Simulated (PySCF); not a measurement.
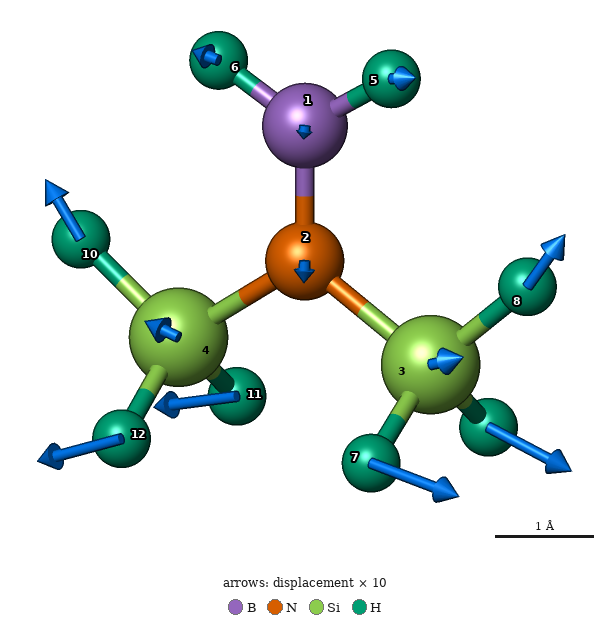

A relaxation of BSi$_{2}$NH$_{8}$. The starting structure is drawn; blue arrows show the displacements, magnified 10 times. The two geometries are superimposed by the best rigid fit.

The picture is a ball-and-stick view, seen at a tilt.

The start comes from GFN2-xTB.

Method: PySCF 2.14.0, density-fitted response routines, PBE0-D3(BJ)/def2-SVP geometry optimisation, gas phase. 

> Atoms of which element are displaced furthest, and by how much?

Hydrogen: up to 0.11 Å, against 0.04 Å for silicon.

> What did the optimiser do to the structure, and how much energy did it gain?

Over 4 geometry steps the energy falls by 2.79 kcal/mol. The largest force component goes from 0.89 to 0.012 eV/Å. The largest move after the best rigid fit is that of an H atom, 0.11 Å. By element the largest moves are H 0.11 Å, Si 0.04 Å, N 0.02 Å, B 0.01 Å. Some distances before and after: B–H 1.172 → 1.211 Å, H–Si 1.458 → 1.487 Å, N–Si 1.758 → 1.774 Å, B–N 1.405 → 1.414 Å. Among the angles between lasting bonds that change: Si–N–Si 115.7° → 119.1°, H–Si–H 110.4° → 107.8°.
